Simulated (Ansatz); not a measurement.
AlF2HNSi (doublet)

Input file:

```
crystal:
  periodic: [false, false, false]
  atoms:
    - symbol: Al
      position_ang: [0.114623, -2.265724, 1.745898]
    - symbol: F
      position_ang: [1.294341, -3.423551, 1.635897]
    - symbol: F
      position_ang: [-0.468862, -1.683447, 0.308902]
    - symbol: "N"
      position_ang: [-0.452475, -1.659266, 3.294908]
    - symbol: Si
      position_ang: [-1.311667, -1.507296, 4.636602]
    - symbol: H
      position_ang: [-0.889711, -0.368580, 5.567453]
basis:
  gaussian:
    orbitals: def2-TZVPD
magnetization:
  spin_polarized: true
  initial_magnetization: 1
hamiltonian:
  xc: pbe0
output: {forces: true, orbitals: {seedname: orbitals}}
```

Run with:

```sh
ansatz run input.yaml --threads 2 --pin off --max-ram 4350MiB --events-out events.jsonl --progress --plain --runs-dir runs
```

Geometry: B3LYP-D3(BJ)/def2-SVP.

The calculation used Ansatz 0.2.0, isolated molecule in a Gaussian basis; Kohn-Sham density functional theory, functional PBE0.

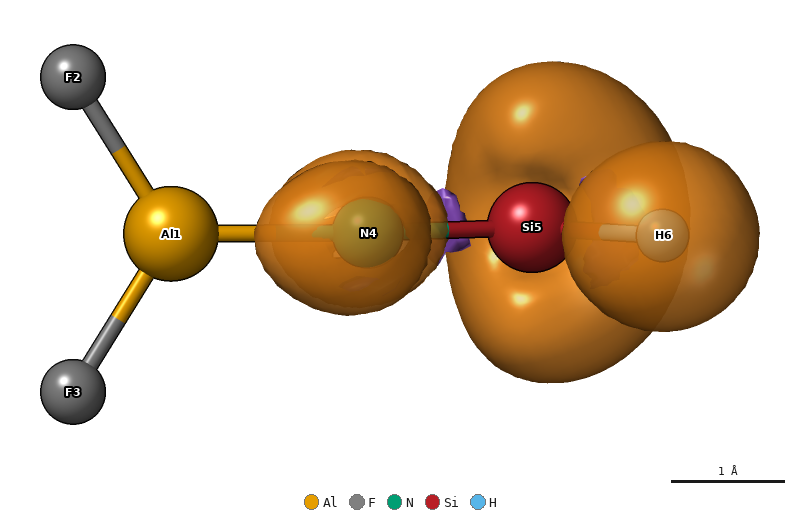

Figure 1. Isosurfaces of the spin density (α minus β) at +0.02 (orange) and −0.02 e/Å³ (purple), seen across its widest extent.

> Describe the spin distribution.

The unpaired spin (1 electron) lies mostly on Si5 (about 0.6), N4 (about 0.2) and H6 (about 0.2), in electrons by Hirshfeld's partition.

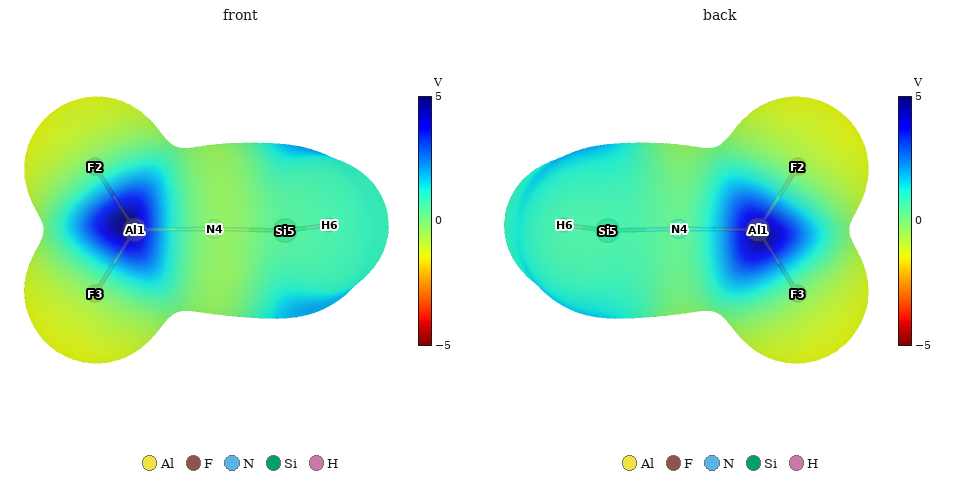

Figure 2. The molecular electrostatic potential painted on the density surface at 0.002 e/bohr³, seen from the front and from behind; the colour scale runs from red (negative) to blue (positive).

> Describe the electrostatic potential map.

The most negative region (about −1.4 V) lies over F2 and F3, the most positive (about +4.8 V) over Al1.

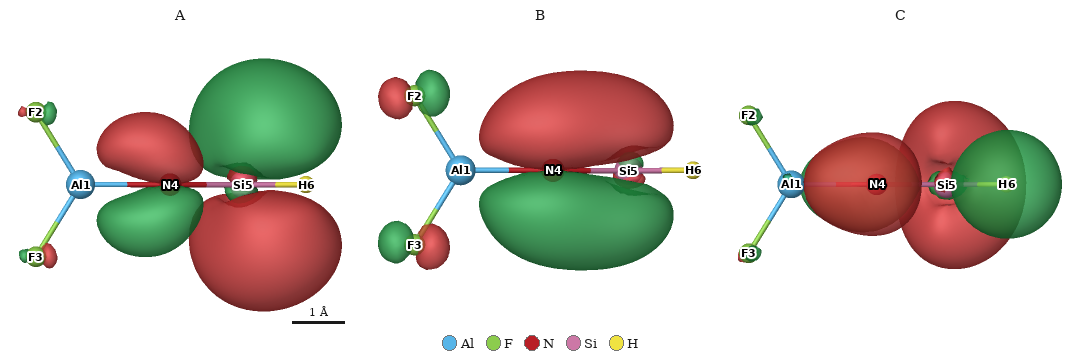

Figure 3. Three frontier orbitals at ±0.08 Å⁻³ᐟ² (green and red are the two phases), in no order.

> Which picture is the HOMO−1, the HOMO and the LUMO? All are α orbitals.

B is the HOMO−1 (α) (−8.69 eV). It lies mainly on N4 (about 60 %) and Si5 (about 30 %). C is the HOMO (α) (−7.07 eV). It lies mainly on Si5 (about 50 %), N4 (about 25 %) and H6 (about 15 %). A is the LUMO (α) (−2.50 eV). Its weight (Hirshfeld) is mainly on Si5 (about 75 %) and N4 (about 15 %).

> What is the gap between the highest occupied and lowest empty α orbitals?

4.57 eV between the orbital energies.

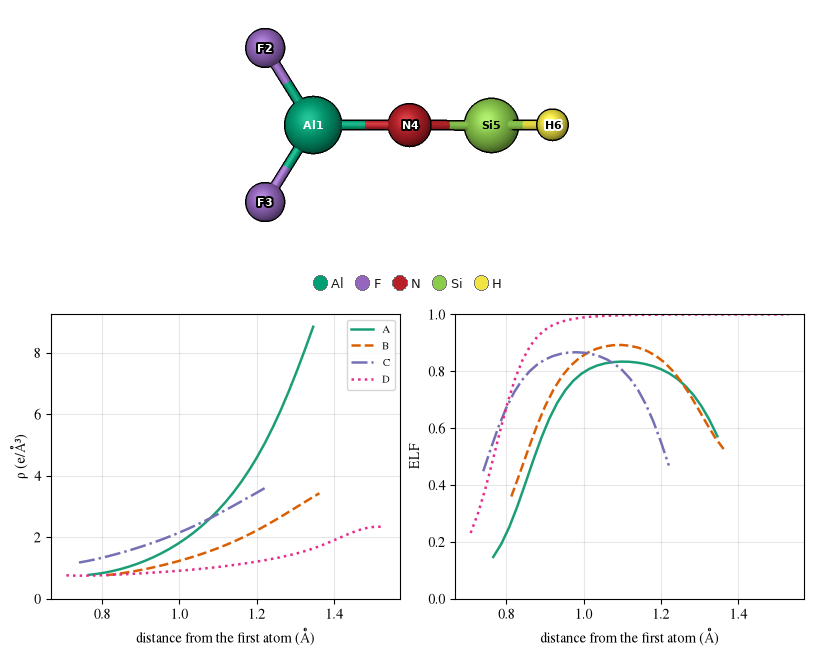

Figure 4. Electron density and electron localisation function along straight lines between neighbouring atoms. The curves leave out the atomic cores. The structure is drawn too.

> Which curve belongs to which contact (Al–F, Al–N, Si–H and Si–N)? The first atom named is at distance zero.

Curve A: Al–F (1.66 Å): ρ is about 0.9 e/Å³ halfway; the ELF peaks at about 0.85 in the valence shell of F, 0.6 Å from its nucleus, and is about 0.30 at the midpoint. Curve B: Al–N (1.76 Å): ρ at the midpoint is about 0.88 e/Å³; the ELF peaks at about 0.90 in the valence shell of N, 0.7 Å from its nucleus, and is about 0.60 at the midpoint. Curve C: Si–N (1.60 Å): ρ is about 1.3 e/Å³ halfway; the ELF peaks at about 0.85 between the atoms (a short, strongly polar bond). Curve D: Si–H (1.53 Å): ρ at the midpoint is about 0.75 e/Å³; the ELF climbs to about 1 towards the hydrogen, as it does in any bond to H.
